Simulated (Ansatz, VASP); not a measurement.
## Cross-check of SiN between VASP and Ansatz

Aim: how closely do two programs agree when they are given the same cell, functional and k mesh? The cell is invented: As first built, before any earlier steps moved the atoms (in the runner's words): it takes the HfTiN2 structure with some of its atoms replaced by other elements, volume scaled by an estimate. It may not be a known or stable phase. The cell is taken from a series of VASP runs on this material, whose earlier steps may have relaxed, scaled or displaced it; both programs get it as it stands. Valence electrons are named where the data sets of a main pair hold unlike numbers.

Calculated with Ansatz 0.2.0; plane waves, with VASP 6.6.1 beside it; band structure at r2SCAN.

## (1) Starting point

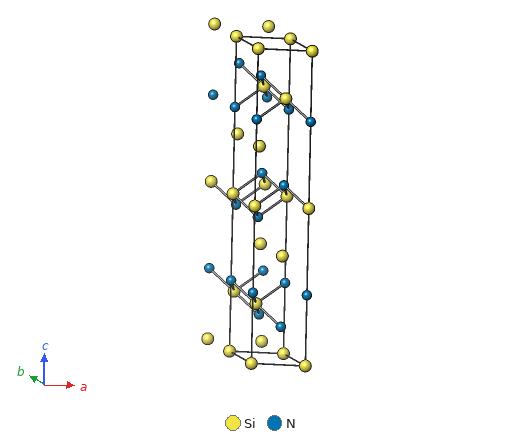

The starting structure, seen slightly off an axis (silicon yellow, nitrogen blue). 1×2×1 cells are drawn. This picture shows the conventional cell, with its axes. Bonds to atoms that aren't drawn are left out. Some periodic images of atoms are drawn too.

## (2) Ansatz: band structure, r2SCAN

Ansatz runs on its default PAW (the set named soft_2) files.

With cell and atoms fixed, the geometry can't cause a difference; cores, projectors, grids and the points listed under the comparison can.

input.yaml reads:

```yaml
crystal:
  lattice:
    - [1.4287217471, 0.8248730692, 5.6866222688]
    - [-1.4287217471, 0.8248730692, 5.6866222688]
    - [0.0, -1.6497461383, 5.6866222688]
  atoms:
    - { symbol: Si, position: [0.5, 0.5, 0.5] }
    - { symbol: Si, position: [0.0, 0.0, 0.0] }
    - { symbol: "N", position: [0.2246857559, 0.2246857559, 0.2246857559] }
    - { symbol: "N", position: [0.7753142441, 0.7753142441, 0.7753142441] }
hamiltonian:
  xc: r2scan
  pseudopotentials: { kind: paw }
kpoints:
  mp_grid: { grid: [9, 9, 9] }
  band_path:
    path:
      - [0.0, 0.0, 0.0]
      - [0.13333, 0.0, 0.0]
      - [0.3, 0.0, 0.0]
      - [0.46667, 0.0, 0.0]
      - [0.5, 0.03614, -0.03614]
      - [0.5, 0.09637, -0.09637]
      - [0.5, 0.1566, -0.1566]
      - [0.77673, 0.5, 0.22327]
      - [0.6703, 0.5, 0.3297]
      - [0.56386, 0.5, 0.43614]
      - [0.46667, 0.46667, 0.46667]
      - [0.3, 0.3, 0.3]
      - [0.13333, 0.13333, 0.13333]
      - [0.0, 0.0, 0.0]
      - [0.11345, 0.0, -0.11345]
      - [0.20421, 0.0, -0.20421]
      - [0.31766, 0.0, -0.31766]
      - [0.62772, 0.37228, 0.0]
      - [0.5745, 0.4255, 0.0]
      - [0.52129, 0.47871, 0.0]
      - [0.52129, 0.52129, 0.02409]
      - [0.5745, 0.5745, 0.08432]
      - [0.62772, 0.62772, 0.14456]
      - [0.64901, 0.64901, 0.20198]
      - [0.59579, 0.59579, 0.30842]
      - [0.54257, 0.54257, 0.41485]
      - [0.5, 0.0, 0.0]
      - [0.60644, 0.11345, 0.11345]
      - [0.71287, 0.2269, 0.2269]
      - [0.81931, 0.34035, 0.34035]
    npoints: 1
scf:
  occupations: { method: gaussian, width: 0.05 }
  n_extra_bands: 8
output:
  forces: true
  stress: true
  eigenvalues: true
```

Run with:

```sh
> ansatz run input.yaml --threads 2 --pin off --max-ram 4608MiB --backend cpu --events-out ev --progress --plain --runs-dir out
```

Numbers of over 12 decimals in the logs are rounded to 6 here.

What it wrote:

```text
basis.fft_grid_basis auto: the FFT boxes are laid along the combinations [[1, 0, -1], [0, 1, -1], [0, 0, 1]] of the cell's own vectors, 2.857, 2.857 and 5.921 Å long. The dense box has 24×24×45 points. Along the cell's own vectors, as sized, it would have 45×45×45, 3.52 times as many. Of the 12 symmetry operations that the crystal satisfies within crystal.symmetry.tolerance (time reversal apart; of a slab, those that [...]
scf.n_extra_bands = 8 over 9 filled bands (N_el = 18.0): the run solves 17 bands
Engine: ansatz 0.2.0, aarch64-unknown-linux-gnu
Pseudopotentials: kind: paw
Pseudopotential: Si, paw, valence charge 4, recommended cutoff 500 eV (meta_gga), Si.paw.azcp
Pseudopotential: N, paw, valence charge 5, recommended cutoff 500 eV (meta_gga), N.paw.azcp
Functional definition: r2SCAN
  parameter k0 = 0.174
  parameter k1 = 0.065
  parameter a1 = 4.9479
  exchange = r2scan_x(k0 = k0, k1 = k1, a1 = a1)
  correlation = r2scan_c
Crystal: 4 atoms, lattice volume = 40.211 Å³
Basis set: ecut = 500 eV, 1011 PW (Γ), FFT grids on a1−a3, a2−a3, a3, exchange–correlation on 96×96×180 points (64 copies of the dense FFT grid, shifted against one another)
Bands: 17, of which v1, the nominal top of the filled ones, is band 9 counted from 1 (8 counted from 0)
Symmetry: 12 space group operations
Space group: R-3m (ITA 166), of the structure as read, at distance tolerance 3.4e-5 Å
k-points: 85 of 729
Non-local potential: Si, projectors of the file, l = 0: 2, l = 1: 2, l = 2: 2
Non-local potential: N, projectors of the file, l = 0: 2, l = 1: 2, l = 2: 1
PAW form: soft (Blöchl's): semilocal exchange-correlation on the pseudo side does not see the compensation charge
PAW frozen core: Si, regenerated for the run's functional (the file was generated under x = pbe(κ = 0.804, μ = 0.219515), c = pbe(β = 0.066725))
PAW frozen core: N, regenerated for the run's functional (the file was generated under x = pbe(κ = 0.804, μ = 0.219515), c = pbe(β = 0.066725))
PAW one-centre angular grid: Si, 302 points (default); XC on 160 Gauss nodes
PAW one-centre angular grid: N, 302 points (default); XC on 160 Gauss nodes
Initial density: superposition of atomic densities (neutral atoms: chi_scale 0, normalization atom), corrected by the library's trained network
Initial wavefunctions: pseudopotential atomic-orbital guess
Functional: x = r2scan, c = r2scan; τ floored in thin density (d = 2e-4 eV/Å³)
SCF iter   1: F=—  HF=-2046.713562 eV  |F-HF|=—  |Δ(HF+E_count)|=         —  Δρ=1.34e-2  dr2=1.23e-1  dr2_τ=2.35e-1  ethr=1.77e-3  ⟨swp⟩=5.3  Hψ=8417  notcnv=0  defer=28
preconditioner: auto → none  [metal: Δε(μ)=0.001 eV  Ē_g=15.309 eV  σ=0.050 eV  W_gap=0.01  n_scr=4 (ndim 8)  ℏωp=24.8 eV  f_vac=0.000  D(μ)=1.30/eV (n_scr^D=4)  sad-step TF]
SCF iter   2: F=—  HF=-2046.835936 eV  |F-HF|=—  |Δ(HF+E_count)|=   1.22e-1  Δρ=6.93e-3  dr2=2.66e-2  dr2_τ=9.06e-4  ethr=6.83e-4  ⟨swp⟩=2.8  Hψ=3283  notcnv=0  defer=259
SCF iter   3: F=—  HF=-2046.832351 eV  |F-HF|=—  |Δ(HF+E_count)|=   3.58e-3  Δρ=1.76e-3  dr2=2.99e-3  dr2_τ=5.46e-5  ethr=1.48e-4  ⟨swp⟩=2.6  Hψ=2034  notcnv=0  defer=259
SCF iter   4: F=—  HF=-2046.832326 eV  |F-HF|=—  |Δ(HF+E_count)|=   2.58e-5  Δρ=1.03e-3  dr2=2.31e-3  dr2_τ=3.75e-5  ethr=1.66e-5  ⟨swp⟩=2.0  Hψ=1926  notcnv=0  defer=259
SCF iter   5: F=—  HF=-2046.831890 eV  |F-HF|=—  |Δ(HF+E_count)|=   4.36e-4  Δρ=3.56e-4  dr2=2.39e-4  dr2_τ=1.89e-7  ethr=1.29e-5  ⟨swp⟩=1.0  Hψ=1207  notcnv=0  defer=259
SCF iter   6: F=—  HF=-2046.831854 eV  |F-HF|=—  |Δ(HF+E_count)|=   3.57e-5  Δρ=5.68e-5  dr2=5.79e-6  dr2_τ=2.78e-8  ethr=1.33e-6  ⟨swp⟩=2.4  Hψ=1582  notcnv=0  defer=259
SCF iter   7: F=—  HF=-2046.831856 eV  |F-HF|=—  |Δ(HF+E_count)|=   1.72e-6  Δρ=1.18e-5  dr2=4.82e-8  dr2_τ=1.01e-9  ethr=5.56e-10  ⟨swp⟩=8.4  Hψ=8750  notcnv=0
SCF iter   8: F=-2046.831856 eV  HF=-2046.831856 eV  |F-HF|=9.37e-10  |Δ(HF+E_count)|=   3.85e-8  Δρ=2.34e-6  dr2=2.36e-9  dr2_τ=1.53e-10  ethr=2.68e-10  ⟨swp⟩=2.0  Hψ=4312  notcnv=0
SCF 1 converged in 8 iterations: F = -2046.831856 eV  dr2 = 2.36e-9
  greatest PAW one-centre occupation: 0.808 electrons in one spin orbital (limit 2), on the N atom at site 3 (counted from 0), in its partial waves of l = 0
NSCF: frozen V_eff on 30 k-points
SCF converged after 8 iterations
Free energy (F): -2046.831856 eV
Harris-Foulkes:  -2046.831856 eV  (|F-HF|=9.37e-10)
Internal energy: -2046.830876 eV  (E = F + TS)
E sigma→0 (E₀):  -2046.831366 eV
Entropy (-TS):   -0.000980 eV (-0.245 meV/atom)
Fermi energy:    10.759367 eV
--- Per-component energies (eV) ---
  E_band       = 58.327600
  E_kinetic    = 346.968736
  E_local      = -462.202541  (includes V_loc(G=0)·N_el)
  E_nonlocal   = 136.745832
  E_hartree    = 168.194222
  E_xc         = -223.780307
  E_vxc        = -272.406593  (∫ρ·V_xc dr)
  E_paw        = -1294.497385  (= ΣΔE_a)
  E_vpaw       = -41.909662  (= ΣTr[D̂ρ^β])
  E_aug_tail   = 0.000043  (compensation charges beyond the density's cutoff)
  E_vtau       = 14.743035  (kinetic-family band-sum trace: ∫τ·v_τ [+ j·A + Jᵃ·Aᵃ] dr)
  E_ewald      = -718.047481
  E_core_change = -0.211995  (= ΣΔE_core)
  E_smearing   = -0.000980  (= −TS)
  E_closure    = -0.000000  (closes the sum)
  Σ components = -2046.831856   (vs F -2046.831856, Δ=0.00e0)
--- Forces (eV/Å), atoms counted from 1 ---
  atom   1  Si    -0.00000000    -0.00000000    -0.00000000
  atom   2  Si    -0.00000000     0.00000000     0.00000000
  atom   3  N     -0.00000000    -0.00000000    -0.32195782
  atom   4  N      0.00000000     0.00000000     0.32195782
  max |Σ_I F_I| component: 3.70e-17 eV/Å
--- Stress (GPa, compression-positive) ---
      -11.505425      -0.000000       0.000000
       -0.000000     -11.505425       0.000000
        0.000000       0.000000      -8.361674
  P = ⅓ Tr σ = -10.4575 GPa (-104.575 kbar)
--- Band table (eV; the first three rows and the last of 85) ---
  k-point 0: bands = [... 5 lower, 8.5436, 8.5436, 9.4294, 9.4294, 16.2061, 17.2486, 18.3365, 18.8392, ... 4 higher]
  k-point 1: bands = [... 5 lower, 8.1228, 8.5325, 9.2155, 9.4515, 16.0796, 17.0253, 17.9400, 18.4932, ... 4 higher]
  k-point 2: bands = [... 5 lower, 7.3769, 8.2120, 9.2539, 9.5507, 14.0747, 15.4063, 17.6812, 17.9821, ... 4 higher]
  k-point 84: bands = [... 5 lower, 8.1119, 8.5984, 9.4646, 11.6498, 15.0479, 17.0693, 18.0235, 18.5050, ... 4 higher]
```

The job ended after 4.6 s (2 threads of Arm Neoverse V2, shared host; peak memory 0.45 GiB; 9 s of CPU time).

The column dr2 measures how far the density is from self-consistency, as an energy; F and HF (Harris–Foulkes) agree once it is small.

## (3) VASP: band structure, r2SCAN

The same cell, functional, mesh and smearing now go to VASP, with its own data sets.

Lines of VASP's logs that name or quote its potential files are left out, and so is its time.

INCAR reads:

```
SYSTEM = SiN
PREC = Accurate
ENCUT = 520
EDIFF = 1E-06
NELM = 100
ISMEAR = 0
SIGMA = 0.05
LREAL = .FALSE.
ALGO = Normal
METAGGA = R2SCAN
LASPH = .TRUE.
NBANDS = 23
LORBIT = 11
LWAVE = .FALSE.
LCHARG = .FALSE.
KPAR = 2
```

POSCAR reads:

```
SiN
1.0
    1.4287217471      0.8248730692      5.6866222688
   -1.4287217471      0.8248730692      5.6866222688
    0.0000000000     -1.6497461383      5.6866222688
Si N
2 2
Direct
    0.5000000000      0.5000000000      0.5000000000
    0.0000000000      0.0000000000      0.0000000000
    0.2246857559      0.2246857559      0.2246857559
    0.7753142441      0.7753142441      0.7753142441
```

KPOINTS reads:

```
Automatic mesh
0
Gamma
9 9 9
0 0 0
```

KPOINTS_OPT reads:

```
Line mode
16
Line-mode
Reciprocal
  0.00000000   0.00000000   0.00000000 GAMMA
  0.50000000   0.00000000   0.00000000 L

  0.50000000   0.00000000   0.00000000 L
  0.50000000   0.18069397  -0.18069397 B1

  0.81930603   0.50000000   0.18069397 B
  0.50000000   0.50000000   0.50000000 Z

  0.50000000   0.50000000   0.50000000 Z
  0.00000000   0.00000000   0.00000000 GAMMA

  0.00000000   0.00000000   0.00000000 GAMMA
  0.34034698   0.00000000  -0.34034698 X

  0.65965302   0.34034698   0.00000000 Q
  0.50000000   0.50000000   0.00000000 F

  0.50000000   0.50000000   0.00000000 F
  0.65965302   0.65965302   0.18069397 P1

  0.65965302   0.65965302   0.18069397 P1
  0.50000000   0.50000000   0.50000000 Z

  0.50000000   0.00000000   0.00000000 L
  0.81930603   0.34034698   0.34034698 P
```

PAW data sets: Si and N (PBE family, release 64).

Run with:

```sh
> mpirun -np 2 vasp_std
```

What it wrote:

```text
[banner, memory and clock lines left out]
running    2 mpi-ranks, on    1 nodes
 distrk:  each k-point on    1 cores,    2 groups
 distr:  one band on    1 cores,    1 groups

 POSCAR found type information on POSCAR SiN
 POSCAR found :  2 types and       4 ions
|                                                                             |
|               ----> ADVICE to this user running VASP <----                  |
|                                                                             |
|     You enforced a specific xc type in the INCAR file but a different       |
|     [... a line on the potential file left out ...]
|     I HOPE YOU KNOW WHAT YOU ARE DOING!                                     |
|                                                                             |

 LDA part: xc-table for (None), standard interpolation
 POSCAR, INCAR and KPOINTS ok, starting setup
 FFT: planning ... GRIDC
 FFT: planning ... GRID_SOFT
 FFT: planning ... GRID
 WAVECAR not read
 entering main loop
       N       E                     dE             d eps       ncg     rms          rms(c)
DAV:   1     0.292817091647E+02    0.29282E+02   -0.84721E+03  3918   0.723E+02
DAV:   2    -0.406776358729E+02   -0.69959E+02   -0.64872E+02  4913   0.168E+02
DAV:   3    -0.437578239325E+02   -0.30802E+01   -0.30551E+01  4921   0.314E+01
DAV:   4    -0.437694738026E+02   -0.11650E-01   -0.11649E-01  4358   0.221E+00
DAV:   5    -0.437695249912E+02   -0.51189E-04   -0.51188E-04  4924   0.143E-01    0.124E+01
DAV:   6    -0.348161235617E+02    0.89534E+01   -0.55138E+00  4793   0.158E+01    0.572E+00
DAV:   7    -0.349553253036E+02   -0.13920E+00   -0.80269E-01  4323   0.533E+00    0.358E+00
DAV:   8    -0.349898366279E+02   -0.34511E-01   -0.40247E-02  4548   0.136E+00    0.548E-01
DAV:   9    -0.349923962412E+02   -0.25596E-02   -0.45075E-03  4723   0.422E-01    0.160E-01
DAV:  10    -0.349928773483E+02   -0.48111E-03   -0.86777E-04  4849   0.167E-01    0.619E-02
DAV:  11    -0.349929547712E+02   -0.77423E-04   -0.94601E-05  4451   0.614E-02    0.219E-02
DAV:  12    -0.349929562908E+02   -0.15197E-05   -0.71718E-06  5088   0.208E-02    0.696E-03
DAV:  13    -0.349929555945E+02    0.69632E-06   -0.12628E-06  3678   0.669E-03
   1 F= -.34992956E+02 E0= -.34992469E+02  d E =-.974095E-03
 Start KPOINTS_OPT (optional k-point list driver)
k-point batch [1-85\144]
       N       E                     dE             ncg
DAV:   1     0.905341023622E+04   -0.30443E+05     3918
DAV:   2     0.320862632754E+04   -0.58448E+04     5006
DAV:   3     0.295272729286E+04   -0.25590E+03     4898
DAV:   4     0.295169387039E+04   -0.10334E+01     4385
DAV:   5     0.295168845452E+04   -0.54159E-02     5183
DAV:   6     0.295168840858E+04   -0.45945E-04     4362
DAV:   7     0.295168840813E+04   -0.44365E-06     4574
k-point batch [86-144\144]
       N       E                     dE             ncg
DAV:   1     0.173140368681E+05   -0.35163E+05     2722
DAV:   2     0.135591718022E+05   -0.37549E+04     3495
DAV:   3     0.134099278791E+05   -0.14924E+03     3386
DAV:   4     0.134093596648E+05   -0.56821E+00     3179
DAV:   5     0.134093567547E+05   -0.29101E-02     3517
DAV:   6     0.134093567306E+05   -0.24141E-04     3138
DAV:   7     0.134093567304E+05   -0.21007E-06     3023
```

From OUTCAR (step 3):

```text
ion  position               nearest neighbor table
   1  0.500  0.500  0.500-   3 1.92   3 1.92   4 1.92   4 1.92   3 1.92   4 1.92
   2  0.000  0.000  0.000-
   3  0.225  0.225  0.225-   1 1.92   1 1.92   1 1.92
   4  0.775  0.775  0.775-   1 1.92   1 1.92   1 1.92

  LATTYP: Found a trigonal (rhomboedric) cell.
 ALAT       =     5.9210923181
 COS(alpha) =     0.8835547491

 Subroutine GETGRP returns: Found 12 space group operations
 (whereof 12 operations were pure point group operations)

The static configuration has the point symmetry D_3d.

 Found     85 irreducible k-points:

   k-points           NKPTS =     85   k-points in BZ     NKDIM =     85   number of bands    NBANDS=     23

   dimension x,y,z NGX =    48 NGY =   48 NGZ =   48
   dimension x,y,z NGXF=    96 NGYF=   96 NGZF=   96

   ENCUT  =  520.0 eV  38.22 Ry    6.18 a.u.  11.01 11.01 11.01*2*pi/ulx,y,z

   NELECT =      18.0000    total number of electrons

 k-points in reciprocal lattice and weights: Automatic mesh
   0.00000000  0.00000000  0.00000000       0.001
   0.11111111  0.00000000  0.00000000       0.008
   0.22222222  0.00000000  0.00000000       0.008
   0.33333333  0.00000000  0.00000000       0.008
   0.44444444  0.00000000  0.00000000       0.008
   0.11111111  0.11111111  0.00000000       0.008
   0.22222222  0.11111111 -0.00000000       0.016
   0.33333333  0.11111111  0.00000000       0.016
   0.44444444  0.11111111  0.00000000       0.016
[...]
0.44444444  0.44444444  0.44444444       0.003
  -0.44444444  0.44444444  0.44444444       0.008

 average (electrostatic) potential at core
       1 -83.5574       2 -84.4033       3 -61.9331       4 -61.9331

 E-fermi :   9.2804

 k-point     1 :       0.0000    0.0000    0.0000
  band No.  band energies     occupation
    ...
      5       6.5977      2.00000
      6       7.0627      2.00000
      7       7.0627      2.00000
      8       7.9482      2.00000
      9       7.9482      2.00000
     10      14.7309      0.00000
     11      15.7869      0.00000
     12      16.8484      0.00000
     13      17.3410      0.00000
     14      17.3410      0.00000
    ...

 k-point     2 :       0.1111    0.0000    0.0000
  band No.  band energies     occupation
    ...
      5       6.0201      2.00000
      6       6.6398      2.00000
      7       7.0520      2.00000
      8       7.7348      2.00000
      9       7.9713      2.00000
     10      14.6024      0.00000
     11      15.5368      0.00000
     12      16.4739      0.00000
     13      17.0006      0.00000
     14      17.2452      0.00000
    ...

 k-point     3 :       0.2222    0.0000    0.0000
  band No.  band energies     occupation
    ...
      5       4.5999      2.00000
      6       5.8919      2.00000
      7       6.7299      2.00000
      8       7.7740      2.00000
      9       8.0711      2.00000
     10      12.5903      0.00000
     11      13.9211      0.00000
     12      16.1929      0.00000
     13      16.5084      0.00000
     14      17.6575      0.00000
    ...

  Total       -2.8308234     -2.8308247     -2.0821593      0.0000000     -0.0000000     -0.0000000
  in kB     -112.7932075   -112.7932578    -82.9629398      0.0000000     -0.0000000     -0.0000000
  external PRESSURE =    -102.8498017 kB  Pullay stress =       0.0000000 kB

  energy-cutoff  :      520.00
  volume of cell :       40.21
      direct lattice vectors                 reciprocal lattice vectors
     1.428721747  0.824873069  5.686622269     0.349963176  0.202051289  0.058617105
    -1.428721747  0.824873069  5.686622269    -0.349963176  0.202051289  0.058617105
     0.000000000 -1.649746138  5.686622269     0.000000000 -0.404102577  0.058617105

 POSITION                                       TOTAL-FORCE (eV/Angst)
 -----------------------------------------------------------------------------------
      0.00000      0.00000      8.52993         0.000000      0.000000      0.000000
      0.00000      0.00000      0.00000        -0.000000      0.000000      0.000000
      0.00000      0.00000      3.83311        -0.000000     -0.000000     -0.301168
      0.00000      0.00000     13.22676        -0.000000      0.000000      0.301168
 -----------------------------------------------------------------------------------
    total drift:                                0.000000      0.000000      0.000000

  FREE ENERGIE OF THE ION-ELECTRON SYSTEM (eV)
  ---------------------------------------------------
  free  energy   TOTEN  =       -34.9929555945 eV

  energy  without entropy=      -34.9919814999  energy(sigma->0) =      -34.99246855

 total charge
# of ion       s       p       d       tot
------------------------------------------
    1        0.613   0.844   0.000   1.458
    2        0.971   0.473   0.000   1.444
    3        1.269   2.506   0.000   3.775
    4        1.269   2.506   0.000   3.775
--------------------------------------------------
tot          4.123   6.329   0.000  10.452

[... 3 further parts left out ...]
```

At this level the cell is under a tension of 10.3 GPa, so at these settings it is away from equilibrium.

## (4) Side by side

Known differences besides the potentials themselves: VASP keeps PBE cores, Ansatz makes them for the functional; the cutoff is 500 eV in Ansatz and 520 eV in VASP. Total energies have different zeros and are not compared.

The two programs side by side:

```csv
quantity,Ansatz,VASP,difference
pressure (GPa),-10.46,-10.28,-0.17
```

Forces (eV/Å; atoms numbered as in POSCAR):

```csv
atom,"Ansatz x, y, z","VASP x, y, z"
Si1,"0.000, 0.000, 0.000","0.000, 0.000, 0.000"
Si2,"0.000, 0.000, 0.000","0.000, 0.000, 0.000"
N3,"0.000, 0.000, -0.322","0.000, 0.000, -0.301"
N4,"0.000, 0.000, 0.322","0.000, 0.000, 0.301"
```

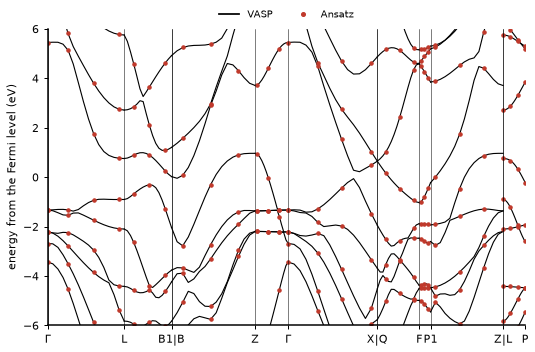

Bands from VASP (lines) and levels from Ansatz (dots). Dots without a line are higher empty bands that the VASP plot leaves out.

The forces differ by 8.5 meV/Å r.m.s., which is 6.9 % of the r.m.s. force of 0.123 eV/Å (both taken over all components). Levels from 3 eV below to 2 eV above the Fermi level differ by 3 meV r.m.s. and 9 meV at most; each VASP level is matched to the nearest of Ansatz, which flatters the figure a little. Ansatz's pressure holds a Pulay correction of 0.03 GPa; VASP's holds none.

## (5) Results

| Property | Result |
| --- | --- |
| r.m.s. difference of levels near the Fermi level (band structure, r2SCAN) | 3.2 meV |
| r.m.s. force difference (band structure, r2SCAN) | 8.5 meV/Å |

What this shows: The r.m.s. force difference is 8.5 meV/Å (band structure, r2SCAN), within the 12 meV/Å picked in this series as the mark of a large difference. How closely two codes agree says nothing of how well the functional describes the real material.

[Lines on the potential files, build, host, timing and source positions are cut from VASP's logs without a mark.]

[Logs are printed without paths, hosts, clocks, repeated set-up lines and the standing remarks that a program may print on its own settings, such as how far it seeks lower states.]

[Hosts, paths, dates, database ids (printed as entryN), source tags and the programs' standing remarks are cut or masked in the printed files.]
